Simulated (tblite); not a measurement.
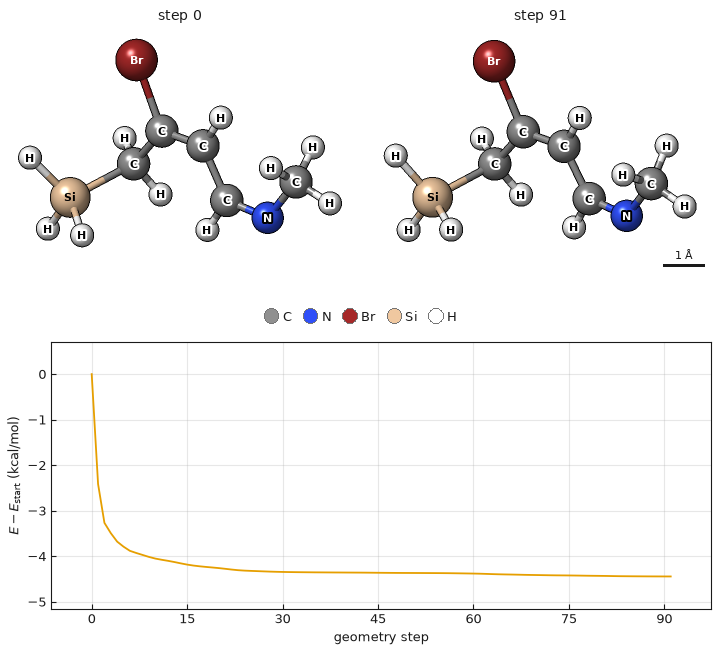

First and last geometry of a relaxation of C$_{5}$H$_{10}$BrNSi, with the history of the run. A ball-and-stick model, seen at a tilt.

All numbers below come from GFN2-xTB geometry optimisation, gas phase (tblite 0.8.0). 

**What do the curves and the structures tell?**

It converged. Over 91 geometry steps the energy falls by 4.44 kcal/mol. The largest move after the best rigid fit is that of an H atom, 0.31 Å. Largest moves by element: H 0.31 Å, Si 0.16 Å, C 0.15 Å, N 0.10 Å, Br 0.08 Å. Near-neighbour distances that change, for instance: C–Si 1.871 → 1.926 Å, C–C 1.490 → 1.450 Å, H–Si 1.497 → 1.462 Å, Br–C 1.890 → 1.924 Å. Among the angles between lasting bonds that change: C–C–Si 116.1° → 110.5°, H–Si–H 108.3° → 112.2°, H–C–H 104.0° → 107.7°.

```
step  E − E(0), kcal/mol
   0                0.00
   1               -2.41
   2               -3.27
   3               -3.49
   4               -3.68
   5               -3.79
   6               -3.88
   7               -3.93
   8               -3.97
   9               -4.01
  10               -4.05
  14               -4.16
  19               -4.25
  23               -4.31
  27               -4.33
  31               -4.35
  36               -4.35
  40               -4.36
  44               -4.36
  48               -4.37
  53               -4.37
  57               -4.37
  61               -4.38
  65               -4.40
  70               -4.41
  74               -4.42
  78               -4.43
  82               -4.43
  87               -4.44
  91               -4.44
```
